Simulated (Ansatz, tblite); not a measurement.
# The cluster As₃−: one state, many levels

How do method and basis change the picture of the cluster As₃− (singlet)?

Program: Ansatz 0.2.0, Gaussian basis. Level of theory: as each input shows. These are calculated values, not measurements.

Plan: GFN1-xTB, GFN2-xTB, PBE-D4/def2-TZVPD, r2SCAN-D4/def2-TZVPD, revPBE-D4/def2-TZVPD, ωB97M-V/def2-TZVPD, r2SCANh-D4/def2-TZVPD, PBE-QIDH/def2-TZVPD, r2SCAN0-D4/def2-TZVPD, PBE-D4/def2-SVPD, PBE0-D4/def2-SVPD, HF/STO-3G, CCSD(T)/def2-TZVPPD, MP2/def2-TZVPD, RPA/def2-TZVPD.

## Step 1: The structure

The geometry is that of the singlet, from an earlier relaxation (B3LYP-D4/def2-TZVPD). At that level it is the lowest of the isomers that a small search found.

3 atoms, charge -1, spin multiplicity 1.

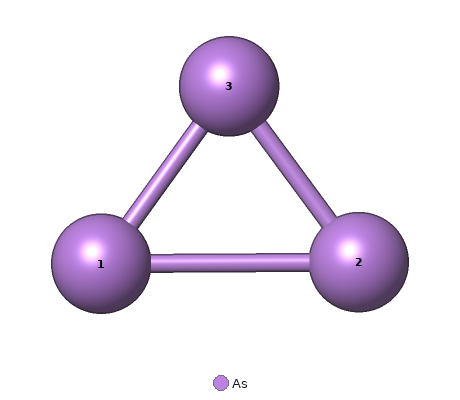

The geometry (arsenic purple); atoms are numbered from 1 in the order of the file.

The ion is computed in the gas phase, without counter-ions or solvent.

PBE0-D4/def2-TZVPD was run before; its log isn't repeated, and its numbers join the tables.

## Step 2: GFN1-xTB

Tight binding, by tblite at 300 K electronic temperature and without a spin-polarisation term:

```python
tblite.interface.Calculator('GFN1-xTB', numbers, positions, charge=-1, uhf=0).singlepoint()
```

Energy -194.5154 eV, HOMO 1.69 eV, LUMO 2.18 eV; 0.002 s.

## Step 3: GFN2-xTB

Tight binding, by tblite at 300 K electronic temperature and without a spin-polarisation term:

```python
tblite.interface.Calculator('GFN2-xTB', numbers, positions, charge=-1, uhf=0).singlepoint()
```

Energy -196.8870 eV, HOMO -1.11 eV, LUMO -0.56 eV; 0.002 s.

## Step 4: PBE-D4/def2-TZVPD

start.molden holds the orbitals of an earlier run on this state, given as this run's starting guess.

File in.yaml:

```yaml
crystal:
  periodic: [false, false, false]
  atoms:
    - {symbol: As, position_ang: [1.443182, 0.252367, 0.274592]}
    - {symbol: As, position_ang: [-0.868987, 0.440482, -1.128097]}
    - {symbol: As, position_ang: [-0.574196, -0.692850, 0.853505]}
basis:
  gaussian: {orbitals: def2-TZVPD, initial_orbitals: start.molden}
total_charge: -1
hamiltonian: {xc: pbe, dispersion: d4}
scf: {omitted_lower_state_checks: [starts]}
output: {orbitals: {seedname: orbitals}}
```

Launch:

```console
$ ansatz run in.yaml --threads 4 --pin off --events-out ev --progress --plain --max-ram 3916MiB
```

Log:

```text
Functional definition: PBE
  name "PBE"
  cite "Perdew, Burke & Ernzerhof, Phys. Rev. Lett. 77, 3865 (1996) doi:10.1103/PhysRevLett.77.3865"
  parent pbe
  parameter kappa = 0.804
  parameter beta = 0.06672455060314922
  exchange = pbe_x(kappa = kappa, mu = beta*pi^2/3)
  correlation = pbe_c(beta = beta)
these checks for a lower state are left out or cut short: starts
1221 factors; their error is unknown
mean field evaluation 1: about -182498.7302 eV, gradient 1.3e1 eV
mean field evaluation 2: about -182498.8533 eV, gradient 1.8e-1 eV
mean field evaluation 4: about -182498.8409 eV, gradient 9.4e-2 eV
mean field -182498.84086341 eV, -6706.7086995731 hartree, gradient 1.6e-5 eV, S^2 0.000000; 0 other end points of the search recorded, 0 dependent functions left out
reference -182498.84089353 eV, -6706.7087006798 hartree; 50, 50 occupied and 112, 112 virtual orbitals, 1221 factors
Total energy: -182498.98902395 eV, -6706.7141443723 hartree
Checks for a lower state left out: starts
```

It took 1.2 s on 4 threads of Arm Neoverse V2, shared host.

From the report: HOMO 1.04 eV, LUMO 1.45 eV. Doubts: highest occupied level lies above zero.

## Step 5: r2SCAN-D4/def2-TZVPD

in.yaml, as its differences from that of step 4:

```diff
@@ -9,3 +9,3 @@
 total_charge: -1
-hamiltonian: {xc: pbe, dispersion: d4}
+hamiltonian: {xc: r2scan, dispersion: d4}
 scf: {omitted_lower_state_checks: [starts]}
```

Same command.

Log:

```text
Functional definition: r2SCAN
  name "r2SCAN"
  cite "Furness, Kaplan, Ning, Perdew & Sun, J. Phys. Chem. Lett. 11, 8208 (2020) doi:10.1021/acs.jpclett.0c02405"
  cite "Furness, Kaplan, Ning, Perdew & Sun, J. Phys. Chem. Lett. 11, 9248 (2020) doi:10.1021/acs.jpclett.0c03077"
  parent r2scan
  parameter k0 = 0.174
  parameter k1 = 0.065
  parameter a1 = 4.9479
  exchange = r2scan_x(k0 = k0, k1 = k1, a1 = a1)
  correlation = r2scan_c
these checks for a lower state are left out or cut short: starts
1221 factors; their error is unknown
mean field evaluation 1: about -182525.1668 eV, gradient 1.0e1 eV
mean field evaluation 2: about -182525.2316 eV, gradient 1.1e-1 eV
mean field evaluation 4: about -182525.2160 eV, gradient 1.8e-4 eV
mean field evaluation 8: about -182525.2160 eV, gradient 2.0e-5 eV
mean field -182525.21600703 eV, -6707.6779682233 hartree, gradient 2.0e-5 eV, S^2 0.000000; 0 other end points of the search recorded, 0 dependent functions left out
reference -182525.21601598 eV, -6707.6779685524 hartree; 50, 50 occupied and 112, 112 virtual orbitals, 1221 factors
Total energy: -182525.24209618 eV, -6707.6789269818 hartree
Checks for a lower state left out: starts
```

It took 3 s on 4 threads of Arm Neoverse V2, shared host.

From the report: HOMO 0.88 eV, LUMO 1.40 eV. Doubts: highest occupied level lies above zero.

## Step 6: revPBE-D4/def2-TZVPD

in.yaml, as its differences from that of step 5:

```diff
@@ -9,3 +9,3 @@
 total_charge: -1
-hamiltonian: {xc: r2scan, dispersion: d4}
+hamiltonian: {xc: {name: revPBE}, dispersion: d4}
 scf: {omitted_lower_state_checks: [starts]}
```

Same command.

Log:

```text
Functional definition: revPBE
  name "revPBE"
  cite "Zhang & Yang, Phys. Rev. Lett. 80, 890 (1998) doi:10.1103/PhysRevLett.80.890"
  cite "Perdew, Burke & Ernzerhof, Phys. Rev. Lett. 77, 3865 (1996) doi:10.1103/PhysRevLett.77.3865"
  parameter kappa = 1.245
  parameter beta = 0.06672455060314922
  exchange = pbe_x(kappa = kappa, mu = beta*pi^2/3)
  correlation = pbe_c(beta = beta)
these checks for a lower state are left out or cut short: starts
1221 factors; their error is unknown
mean field evaluation 1: about -182511.4671 eV, gradient 1.2e1 eV
mean field evaluation 2: about -182511.5618 eV, gradient 1.4e-1 eV
mean field evaluation 4: about -182511.5493 eV, gradient 2.8e-4 eV
mean field evaluation 8: about -182511.5493 eV, gradient 6.9e-6 eV
mean field -182511.54929219 eV, -6707.1757257168 hartree, gradient 6.9e-6 eV, S^2 0.000000; 0 other end points of the search recorded, 0 dependent functions left out
reference -182511.54932974 eV, -6707.1757270966 hartree; 50, 50 occupied and 112, 112 virtual orbitals, 1221 factors
Total energy: -182511.85785277 eV, -6707.1870651087 hartree
Checks for a lower state left out: starts
```

Run time: 1.2 s. Hardware: 4 threads of Arm Neoverse V2, shared host.

Report: HOMO 1.08 eV, LUMO 1.52 eV. Doubts: highest occupied level lies above zero.

## Step 7: ωB97M-V/def2-TZVPD

in.yaml, as its differences from that of step 6:

```diff
@@ -9,3 +9,3 @@
 total_charge: -1
-hamiltonian: {xc: {name: revPBE}, dispersion: d4}
+hamiltonian: {xc: {name: wB97M-V}}
 scf: {omitted_lower_state_checks: [starts]}
```

Same command.

Log, shortened:

```text
Functional definition: wB97M-V
  name "wB97M-V"
  cite "Mardirossian & Head-Gordon, J. Chem. Phys. 144, 214110 (2016) doi:10.1063/1.4952647"
  cite "Becke, J. Chem. Phys. 107, 8554 (1997) doi:10.1063/1.475007"
  cite "Vydrov & Van Voorhis, J. Chem. Phys. 133, 244103 (2010) doi:10.1063/1.3521275"
  # Of w^i u^j: cxij and so on, Table III.
[...]
  gx(w, u) = 1 - cx + cx01*u + cx10*w
  gss(w, u) = css00 + css04*u^4 + css10*w + css20*w^2 + css43*w^4*u^3
  gos(w, u) = cos00 + cos10*w + (cos20 + cos21*u)*w^2 + (cos60 + cos61*u)*w^6
[...]
      + integral(e_c_pw_mod_opposite_spin*gos(b97_w_opposite, b97_u_opposite)) + vv10(b, c)
[...]
1254 factors; their error is unknown
220 factors; integrals over basis functions are off by at most 4.3e-5 eV
[...]
mean field -182515.44330654 eV, -6707.3188281047 hartree, gradient 2.1e-5 eV, S^2 0.000000; 0 other end points of the search recorded, 0 dependent functions left out
reference -182515.44334295 eV, -6707.3188294427 hartree; 50, 50 occupied and 112, 112 virtual orbitals, 1254 factors
Total energy: -182515.44334295 eV, -6707.3188294427 hartree
Checks for a lower state left out: starts
```

Wall time 7.5 s (4 threads of Arm Neoverse V2, shared host); peak memory 0.63 GiB.

HOMO -1.47 eV, LUMO 3.67 eV.

## Step 8: r2SCANh-D4/def2-TZVPD

in.yaml, as its differences from that of step 7:

```diff
@@ -9,3 +9,3 @@
 total_charge: -1
-hamiltonian: {xc: {name: wB97M-V}}
+hamiltonian: {xc: {name: r2SCANh}, dispersion: d4}
 scf: {omitted_lower_state_checks: [starts]}
```

Launched as before.

Log, shortened:

```text
Functional definition: r2SCANh
  name "r2SCANh"
  cite "Bursch, Neugebauer, Ehlert & Grimme, J. Chem. Phys. 156, 134105 (2022) doi:10.1063/5.0086040"
  cite "Furness, Kaplan, Ning, Perdew & Sun, J. Phys. Chem. Lett. 11, 8208 (2020) doi:10.1021/acs.jpclett.0c02405"
  cite "Furness, Kaplan, Ning, Perdew & Sun, J. Phys. Chem. Lett. 11, 9248 (2020) doi:10.1021/acs.jpclett.0c03077"
  parent r2scan
[...]
1245 factors; their error is unknown
[...]
mean field -182524.66136720 eV, -6707.6575855856 hartree, gradient 2.0e-5 eV, S^2 0.000000; 0 other end points of the search recorded, 0 dependent functions left out
reference -182524.66137543 eV, -6707.6575858880 hartree; 50, 50 occupied and 112, 112 virtual orbitals, 1245 factors
Total energy: -182524.69162584 eV, -6707.6586975700 hartree
Checks for a lower state left out: starts
```

It took 3.7 s on 4 threads of Arm Neoverse V2, shared host.

HOMO 0.59 eV, LUMO 1.61 eV. Doubts: highest occupied level lies above zero.

## Step 9: PBE-QIDH/def2-TZVPD

in.yaml, as its differences from that of step 8:

```diff
@@ -9,4 +9,3 @@
 total_charge: -1
-hamiltonian: {xc: {name: r2SCANh}, dispersion: d4}
+hamiltonian: {xc: {name: PBE-QIDH}}
 scf: {omitted_lower_state_checks: [starts]}
-output: {orbitals: {seedname: orbitals}}
```

Launched as before.

Log, shortened:

```text
Functional definition: PBE-QIDH
  name "PBE-QIDH"
  cite "Brémond, Sancho-García, Pérez-Jiménez & Adamo, J. Chem. Phys. 141, 031101 (2014) doi:10.1063/1.4890314"
  cite "Perdew, Burke & Ernzerhof, Phys. Rev. Lett. 77, 3865 (1996) doi:10.1103/PhysRevLett.77.3865"
[...]
1028 factors; integrals over basis functions are off by at most 1.2e-3 eV
[...]
mean field -182468.92846485 eV, -6705.6094392014 hartree, gradient 4.6e-6 eV, S^2 0.000000; 0 other end points of the search recorded, 0 dependent functions left out; unrestricted orbitals would lower it
27 core orbitals not correlated: weight in the atoms' cores, before any rotation towards them, 1.000 or more for the frozen orbitals, at most 0.000 for the correlated occupied ones
reference -182468.92847406 eV, -6705.6094395398 hartree; 23, 23 occupied and 112, 112 virtual orbitals, 1028 factors
second order -25.01936668 eV of doubles, -0.00000000 eV of singles
Total energy: -182477.26826295 eV, -6705.9159211287 hartree
Checks for a lower state left out: starts
```

Run time: 3.6 s. Hardware: 4 threads of Arm Neoverse V2, shared host.

 Doubts: restricted state is unstable towards broken spin symmetry.

## Step 10: r2SCAN0-D4/def2-TZVPD

in.yaml, as its differences from that of step 9:

```diff
@@ -9,3 +9,4 @@
 total_charge: -1
-hamiltonian: {xc: {name: PBE-QIDH}}
+hamiltonian: {xc: {name: r2SCAN0}, dispersion: d4}
 scf: {omitted_lower_state_checks: [starts]}
+output: {orbitals: {seedname: orbitals}}
```

Same command.

Log, shortened:

```text
Functional definition: r2SCAN0
  name "r2SCAN0"
  cite "Bursch, Neugebauer, Ehlert & Grimme, J. Chem. Phys. 156, 134105 (2022) doi:10.1063/5.0086040"
  cite "Furness, Kaplan, Ning, Perdew & Sun, J. Phys. Chem. Lett. 11, 8208 (2020) doi:10.1021/acs.jpclett.0c02405"
  cite "Furness, Kaplan, Ning, Perdew & Sun, J. Phys. Chem. Lett. 11, 9248 (2020) doi:10.1021/acs.jpclett.0c03077"
  parent r2scan
[...]
1311 factors; their error is unknown
[...]
mean field -182523.87684569 eV, -6707.6287549520 hartree, gradient 2.3e-5 eV, S^2 0.000000; 0 other end points of the search recorded, 0 dependent functions left out
reference -182523.87685284 eV, -6707.6287552147 hartree; 50, 50 occupied and 112, 112 virtual orbitals, 1311 factors
Total energy: -182523.91175967 eV, -6707.6300380168 hartree
Checks for a lower state left out: starts
```

Run time: 3.9 s. Hardware: 4 threads of Arm Neoverse V2, shared host.

Report: HOMO 0.16 eV, LUMO 1.94 eV. Doubts: highest occupied level lies above zero.

(Part 1 of 2 ends here.)
